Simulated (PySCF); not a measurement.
# Geometry relaxation of BH2Cl

- system: BH2Cl, SMILES BCl
- method: KT3/6-311+G(2d,p) tight geometry optimisation and Hessian, gas phase (PySCF 2.14.0)

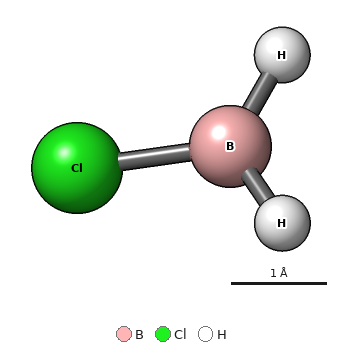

**Figure 1.** The structure as given in the input (ball-and-stick view, seen at a tilt). Bond lengths as drawn: B–Cl 1.67 Å and B–H 1.17 Å.

### The input
```
{"job": {"xc": "KT3", "basis": "6-311+G(2d,p)", "j": false, "grid": 2, "temperatures": [200, 700], "kind": "geom"}, "charge": 0, "multiplicity": 1}
B     -0.122219     0.022394    -0.071390
Cl     1.527818    -0.198351     0.102121
H     -0.569729     1.096010     0.072016
H     -0.794935    -0.900962    -0.333019
```

The first line tells a small driver script what to run in PySCF; the rest is the geometry in Å.

Hardware: 1 CPU thread, shared host.

Run as:
```bash
OMP_NUM_THREADS=1 python <driver script> task.json out
```

### The program's output
```
step   0  E = -13329.5701543 eV  max force = 1.68841
step   1  E = -13329.6228275 eV  max force = 0.37918
step   2  E = -13329.6254728 eV  max force = 0.04953
step   3  E = -13329.6255316 eV  max force = 0.00223
step   4  E = -13329.6255317 eV  max force = 0.00054
step   5  E = -13329.6255317 eV  max force = 0.00054
harmonic wavenumbers (cm-1): 819.5 859.8 990.0 1210.5 2628.9 2746.7
```

### Trajectory as extended XYZ (Å, eV, eV/Å), 6 frames, from step=0 to step=5
```
4
Properties=species:S:1:pos:R:3:forces:R:3 step=0 energy=-13329.57015
B    -0.1222    0.0224   -0.0714   -1.5758   0.2125  -0.1671
Cl    1.5278   -0.1984    0.1021    1.6884  -0.2277   0.1777
H    -0.5697    1.0960    0.0720   -0.0349   0.2068   0.0350
H    -0.7949   -0.9010   -0.3330   -0.0777  -0.1917  -0.0456
4
Properties=species:S:1:pos:R:3:forces:R:3 step=1 energy=-13329.62283
B    -0.1554    0.0270   -0.0750    0.3792  -0.0508   0.0401
Cl    1.5738   -0.2047    0.1070   -0.3216   0.0425  -0.0338
H    -0.5744    1.1141    0.0749   -0.0221   0.0624   0.0087
H    -0.8031   -0.9173   -0.3371   -0.0354  -0.0540  -0.0150
4
Properties=species:S:1:pos:R:3:forces:R:3 step=2 energy=-13329.62547
B    -0.1499    0.0263   -0.0744    0.0494  -0.0065   0.0052
Cl    1.5665   -0.2038    0.1062   -0.0495   0.0060  -0.0051
H    -0.5734    1.1152    0.0752   -0.0001  -0.0034  -0.0007
H    -0.8023   -0.9186   -0.3372    0.0003   0.0039   0.0006
4
Properties=species:S:1:pos:R:3:forces:R:3 step=3 energy=-13329.62553
B    -0.1489    0.0261   -0.0743   -0.0022   0.0003  -0.0002
Cl    1.5652   -0.2036    0.1060    0.0018  -0.0008   0.0003
H    -0.5733    1.1146    0.0751    0.0006   0.0006   0.0001
H    -0.8021   -0.9180   -0.3371   -0.0002  -0.0002  -0.0002
4
Properties=species:S:1:pos:R:3:forces:R:3 step=4 energy=-13329.62553
B    -0.1489    0.0262   -0.0743    0.0000   0.0001   0.0000
Cl    1.5652   -0.2036    0.1061   -0.0001  -0.0005   0.0001
H    -0.5733    1.1146    0.0751    0.0003   0.0002   0.0000
H    -0.8021   -0.9181   -0.3371   -0.0003   0.0003  -0.0001
4
Properties=species:S:1:pos:R:3:forces:R:3 step=5 energy=-13329.62553
B    -0.1489    0.0262   -0.0743    0.0000   0.0001   0.0000
Cl    1.5652   -0.2036    0.1061   -0.0001  -0.0005   0.0001
H    -0.5733    1.1146    0.0751    0.0003   0.0002   0.0000
H    -0.8021   -0.9181   -0.3371   -0.0003   0.0003  -0.0001
```

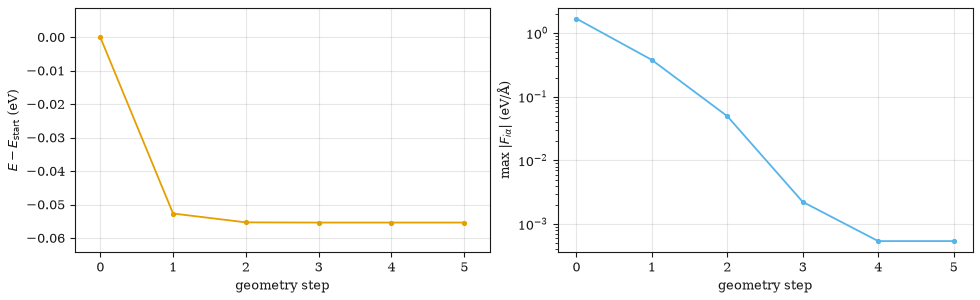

**Figure 2.** Progress of the relaxation, step by step (steps are counted from 0).

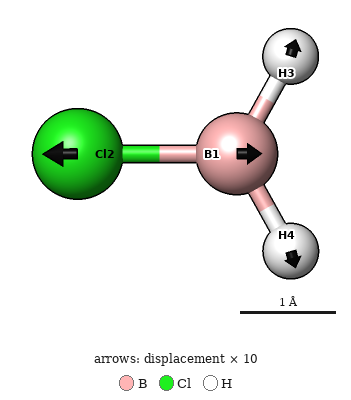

**Figure 3.** The starting structure with the displacements as black arrows, magnified 10 times (ball-and-stick view, seen on its broad side). The two geometries are laid on each other by the best rigid fit. The largest move after the best rigid fit is that of Cl2, 0.038 Å. Largest moves by element: Cl 0.038 Å, B 0.027 Å, H 0.019 Å. Distances before and after: B1–Cl2 1.674 → 1.739 Å, B1–H3 1.172 → 1.178 Å. Among the angles that change: H3–B1–H4 122.0° → 124.7°. Over 5 geometry steps the energy falls by 0.055 eV. Largest force component: 1.7 eV/Å at the start, 0.00054 eV/Å at the end. (Atoms are counted from 1 in the order of the input.)

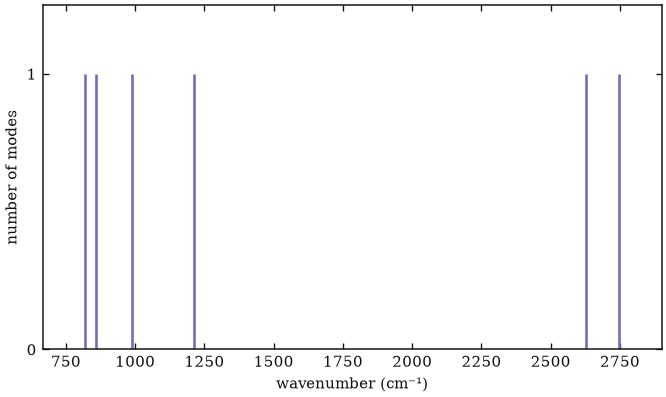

**Figure 4.** Harmonic vibrational wavenumbers from the force constants; neighbouring modes closer than 9 cm⁻¹ are counted in one stick. 6 modes from 820 to 2747 cm⁻¹, none imaginary.

### Summary

| quantity | value |
| --- | --- |
| outcome | converged |
| wavenumbers, lowest and highest | 820 and 2747 cm⁻¹ |
| wall time | 35 s |
| peak memory | 0.35 GiB |
